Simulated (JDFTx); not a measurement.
* **surface**: Be(0001)
* **bulk**: Be, P6_3/mmc, lattice of mp-87 (not re-optimised)
* **slab**: 6 atoms in 6 planes, 1x1, 9.1 Å between the outermost planes
* **in-plane cell**: 2.265 × 2.265 Å, 4.44 Å²
* **cell height**: 24.9 Å
* **sampling**: 10×10×1 k mesh, Fermi smearing 0.01 Ha, no spin polarisation

Method: PBE, GBRV ultrasoft potentials, plane waves to 20/100 Ha, in JDFTx (a modified build). Liquid on both sides: linear PCM (GLSSA13), water, 0.5 M KF; nuclei fixed, outer atoms relaxed in vacuum. Potentials refer to SHE, placed 4.44 V below the bulk liquid's zero by convention. The model has bare, unreconstructed faces and no explicit solvent. Convergence in thickness and k mesh wasn't tested for this slab.

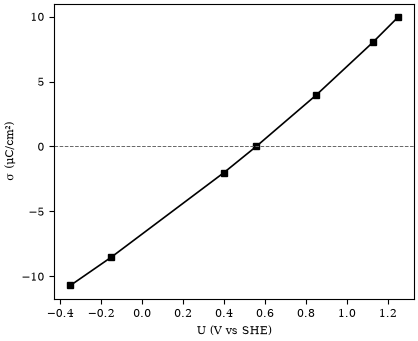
*Surface charge density of Be(0001) against potential*

**Question.** Read off the potential of zero charge and the mean capacitance σ/(U − U_pzc) at the computed points next to it.

**Answer.** U_pzc ≈ 0.6 V. At 0.40 V it is about 13 μF/cm². At 0.85 V it is about 14 μF/cm².
